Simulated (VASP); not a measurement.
Band structure of TaO (relaxed from the wurtzite structure, space group P6_3mc). These are PBEsol GGA, VASP's PBE PAW potentials (set 64) (plane waves; VASP) values and carry that method's errors.

Unless said otherwise, spin-orbit coupling is left out, though it shifts the bands of the heavy elements here.

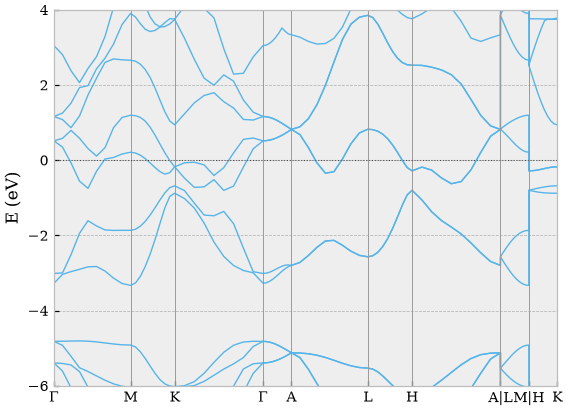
*Bands along high-symmetry lines, zero at the valence-band maximum or, without a gap, the Fermi level*

**Question.** Read the plot: is there a gap, and where are the band edges?

**Answer.** It has no gap at this level: it comes out as a metal or semimetal. (Edges off the drawn lines would not show.)

The structure was generated: TaO was put into the wurtzite type (P6_3mc), which need not be its known phase. It was relaxed first, which changed the volume by -39 %.
